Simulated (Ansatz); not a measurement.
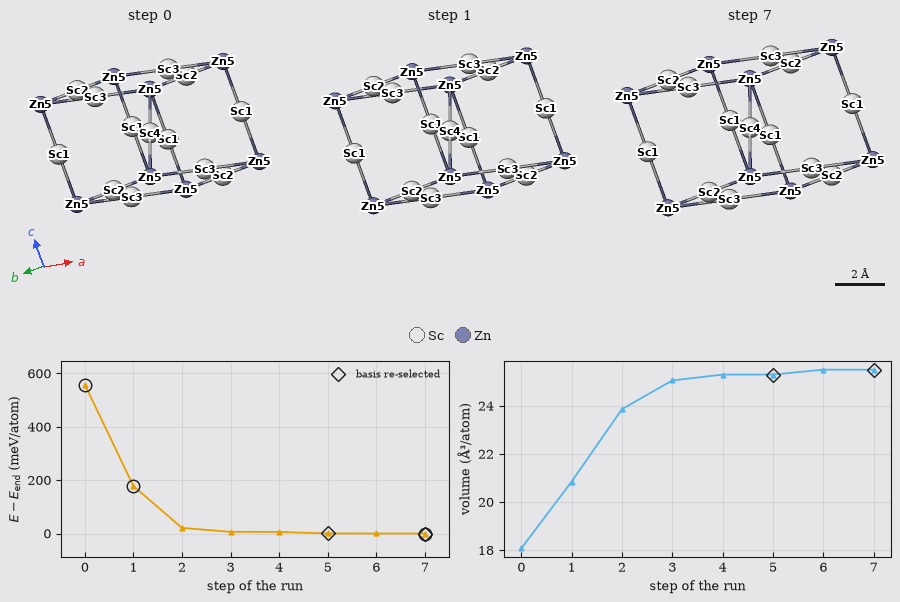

Frames of a relaxation of a crystal of Sc$_{4}$Zn (a generated structure, set up in Im-3m) (coarse preliminary run), marked on the history of the run. The picture is a ball-and-stick view of the cell of the calculation, seen from a free direction.

Level of theory: Ansatz, DFT PBE, scalar-relativistic, plane waves, PAW. Set-up: plane-wave cutoff 420 eV; k-point mesh 4 × 4 × 4; occupations gaussian; smearing width 0.1 eV; no spin polarisation; cell and atoms relaxed; force threshold 0.04 eV/Å; at most 70 steps.

Question: What happens along the run?

Answer: After 5 accepted moves (7 points after the start) the energy has fallen by 558 meV per atom. All forces vanish by symmetry, so only the cell relaxes. Pressure: 31.45 GPa at the start and 0.05 GPa at the end. The SCF was repeated twice at an unchanged geometry on a basis and grid sized afresh for the cell, which shifted the energy by 5.6 meV per atom at most. No atom moves by more than 0.005 Å relative to the cell. Cell: a = b = c 4.897 → 5.492 Å (+12.2 %). Volume +41.1 %. Among the contacts that change: Sc1–Sc2 2.827 → 3.171 Å, Sc1–Zn5 2.448 → 2.746 Å. The space group stays Im-3m (No. 229). From step 0 to 1: volume +15.3 %, energy −380 meV per atom. From step 1 to 7: volume +22.3 %, energy −178 meV per atom.

```
step  E − E(0), meV/atom  pressure, GPa  volume, Å³/atom                      note
   0                0.00          31.45           18.075                          
   1             -380.46          14.22           20.850                          
   2             -537.49           3.53           23.861                          
   3             -552.17           0.57           25.054                          
   4             -552.56           0.03           25.298                          
   5             -558.11           0.45           25.298  same geometry, new basis
   6             -558.39           0.06           25.501                          
   7             -558.43           0.05           25.501  same geometry, new basis
```
